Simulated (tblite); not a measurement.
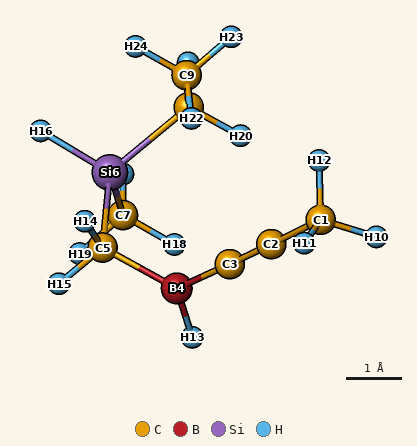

**Figure 1.** The structure as given in the input (ball-and-stick view, seen at a tilt; atoms are numbered from 1 in the order of the input).

## Frequency calculation of C₇H₁₅BSi

C₇H₁₅BSi, computed with GFN2-xTB harmonic vibrations, gas phase (tblite 0.8.0).

It belongs to a series of runs on one base structure; here: H on B replaced by propynyl.

**What the program printed**
```
mode    cm-1     km/mol
  1     -13.0      0.17
  2      23.0      0.39
  3      42.8      0.14
  4      81.6      0.01
  5      98.0      0.90
  6     112.3      0.17
  7     121.3      0.34
  8     142.7      0.64
  9     174.5      1.91
 10     193.0      2.92
 11     230.4      0.97
 12     267.8      6.60
 13     287.8      0.25
 14     294.3      3.99
 15     356.4      0.05
 16     416.0      0.88
 17     605.3     36.19
 18     620.3     39.53
 19     634.8     96.24
 20     685.4      3.13
 21     695.3     36.89
 22     731.2     18.78
 23     738.6     95.16
 24     762.8     70.47
 25     812.8    115.43
 26     826.4    205.50
 27     841.2    205.60
 28     945.3     27.37
 29     983.2     15.82
 30    1007.3     15.88
 31    1023.7      7.63
 32    1024.6     42.54
 33    1047.0    120.25
 34    1070.0     15.81
 35    1079.5     11.72
 36    1101.0    168.53
 37    1245.4      4.04
 38    1255.7    112.93
 39    1294.4      5.45
 40    1373.0     13.78
 41    1385.9      1.35
 42    1415.9      0.44
 43    1452.6      5.58
 44    1456.3      5.77
 45    1467.6      0.40
 46    1480.6      0.64
 47    1487.2      0.27
 48    1492.0      0.19
 49    1510.7      0.71
 50    1517.0      2.28
 51    2118.3    392.42
 52    2309.3    214.76
 53    2592.2    166.74
 54    2963.2     51.77
 55    2976.2     30.48
 56    2985.7     53.64
 57    2992.0     17.62
 58    2992.6     29.93
 59    2993.5     27.48
 60    3002.4     34.88
 61    3006.9     54.87
 62    3030.3     43.29
 63    3039.0     35.71
 64    3043.9      3.55
 65    3044.7     57.75
 66    3046.5     17.37
```

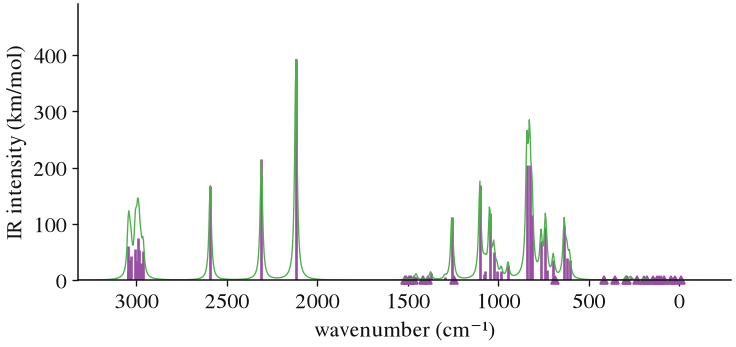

**Figure 2.** Harmonic infrared spectrum, unscaled: sticks (degenerate modes added up, dark ones marked on the axis) with a Lorentzian envelope of 16 cm⁻¹ full width, scaled to the tallest stick; imaginary modes are drawn at negative wavenumbers. 66 modes from 13i to 3046 cm⁻¹, 1 imaginary beyond 8i (13i cm⁻¹): not a clean minimum; so soft a mode can be a shallow saddle, an incomplete relaxation or noise of the force constants. The strongest line is at 2118 cm⁻¹ (392 km/mol).

This output came from the following input.

**Input file**
```
{"job": {"kind": "ir", "xc": "GFN2-xTB", "basis": "xTB"}, "charge": 0, "multiplicity": 1}
C      3.535238     1.925011    -0.183830
C      2.687497     0.786968     0.092804
C      1.973008    -0.159889     0.326101
B      1.074374    -1.319556     0.646569
C     -0.251372    -1.074161     1.431547
Si    -1.725627    -0.837723     0.222335
C     -2.086068    -2.469707    -0.687130
C     -1.376348     0.537329    -1.055042
C     -0.958067     1.859880    -0.421002
H      4.195384     1.717154    -1.026403
H      4.144213     2.147237     0.693204
H      2.925699     2.799381    -0.415172
H      1.373250    -2.397057     0.285783
H     -0.211339    -0.183996     2.058055
H     -0.514263    -1.915948     2.071172
H     -2.907046    -0.457174     1.028778
H     -2.964984    -2.387382    -1.318937
H     -1.252130    -2.762647    -1.318252
H     -2.263485    -3.277668     0.015732
H     -0.588116     0.214363    -1.738189
H     -2.266588     0.701752    -1.665137
H     -0.028173     1.734312     0.127688
H     -0.805857     2.625805    -1.180657
H     -1.720935     2.213482     0.268926
```

The first line tells a small driver script what to run in tblite; the rest is the geometry in Å.

Launched with:
```bash
OMP_NUM_THREADS=1 python <driver script> task.json out
```

**Results in brief**

```csv
quantity,value
outcome,converged
total energy,−694.4308 eV
zero-point energy,123.0130 kcal/mol
hardware,"1 CPU thread, shared host"
wall time,2.1 s
peak memory,0.19 GiB
```
